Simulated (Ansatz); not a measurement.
# A ladder of methods for AlH3 (SMILES [H][Al]([H])[H])

AlH3 has 4 atoms, charge 0, and is taken as a singlet. As SMILES, `[H][Al]([H])[H]`. Geometry: a GFN2-xTB relaxation, a rough one for these elements and not checked as a minimum.

```xyz
4

Al    0.0000    0.0000    0.0000
H     1.5527   -0.0305    0.0146
H    -0.7498    1.3598   -0.0191
H    -0.8028   -1.3293    0.0045
```

Quantity: the energy change with the Al1–H2 bond stretched from 1.553 to 1.941 Å, in eV. The values are calculated.

| level | kind | program | value (eV) | less FCI/6-31G* |
| --- | --- | --- | --- | --- |
| HF/6-31G* (spherical functions) (restricted) | Hartree–Fock | Ansatz | 0.60 | +0.11 |
| SVWN5/6-31G* (spherical functions) (restricted) | LDA | Ansatz | 0.45 | -0.04 |
| revPBE/6-31G* (spherical functions) (restricted) | GGA | Ansatz | 0.44 | -0.05 |
| B3LYP/6-31G* (spherical functions) (restricted) | global hybrid | Ansatz | 0.53 | +0.04 |
| CAM-B3LYP/6-31G* (spherical functions) (restricted) | range-separated hybrid | Ansatz | 0.56 | +0.07 |
| B2PLYP/6-31G* (spherical functions) (restricted) | double hybrid | Ansatz | 0.55 | +0.06 |
| CCSDT/6-31G* (spherical functions) (restricted) | coupled cluster or CI | Ansatz | 0.49 | 0.00 |
| FCI/3-21G | exact in the basis | Ansatz | 0.38 | -0.11 |
| FCI/6-31G* (spherical functions) | exact in the basis | Ansatz | 0.49 | 0.00 |

FCI/6-31G* (spherical functions) is exact within its basis and frozen core, so for wave-function methods in that basis the difference is their error; functionals converge differently with the basis, so for them it is only a difference. The first shape isn't each level's own minimum. The values span 0.38 to 0.60 eV. High-level rows in very small sets aren't better than simpler rows in larger ones.

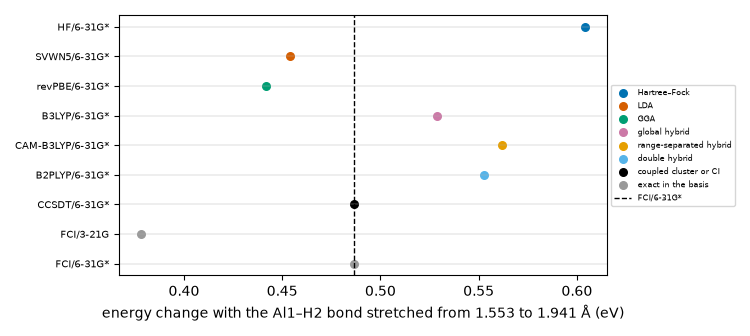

The values of the table, level by level.
